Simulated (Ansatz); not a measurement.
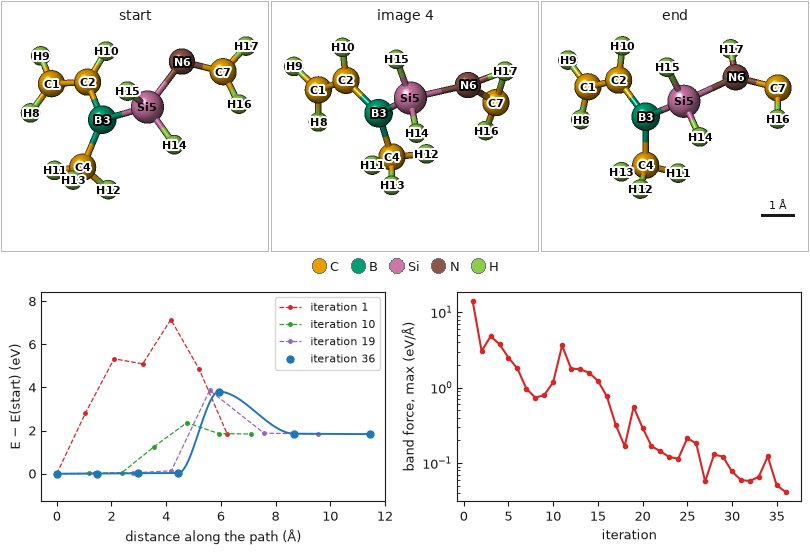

NEB run on C4H10BNSi. Images are numbered from 0 (start) to 6 (end). The plot follows the band through its iterations. A ball-and-stick model, seen at a tilt.

The calculation used RKS PBE/STO-3G in Ansatz. Run with 5 movable images; climbing image; force threshold 0.05 eV/Å; iteration limit 54; starting path through a guess of the saddle point.

**Judge this run.**

The result is final at these settings. The band converged in 36 iterations. The largest component of the band force went from 14 to 0.042 eV/Å. The climbing image converged on the top of the path. Its vibrational analysis gives one imaginary mode (1897i cm⁻¹), as a transition state must have. The first iteration put the highest image at 7.15 eV. The highest point, image 4, lies 3.81 eV above the start and 1.97 eV above the end; the end is at +1.84 eV relative to the start.

Limits of the set-up: STO-3G is a minimal basis, so the numbers are rough.
